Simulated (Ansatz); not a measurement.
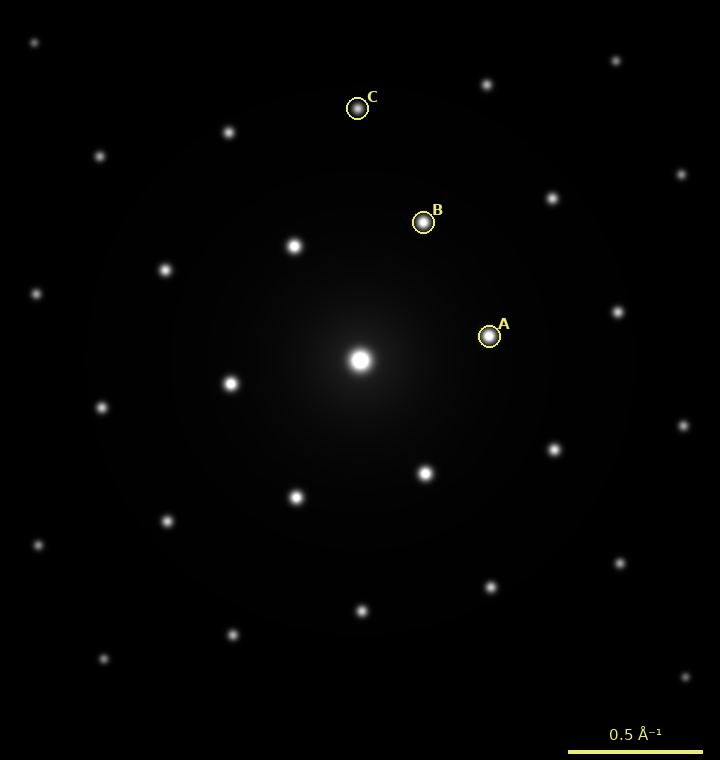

The pattern is a kinematic simulation for 80 kV electrons (no multiple scattering; isotropic B = 0.3 Å²). The zone axis points towards the electron source and the pattern is seen from the source side.

The sample is Ni, space group Fm-3m (No. 225), a = 3.520 Å. Structure: the input geometry of an electronic-structure calculation (not necessarily at equilibrium).

Spot A is indexed -1 1 1 and spot B 0 0 2.

### Index the other marked spot.

C = −A + 2B = 1 -1 3 (d = 1.061 Å).

### Which zone axis is this?

The cross product of A and B is parallel to [110]; every spot obeys hu + kv + lw = 0.
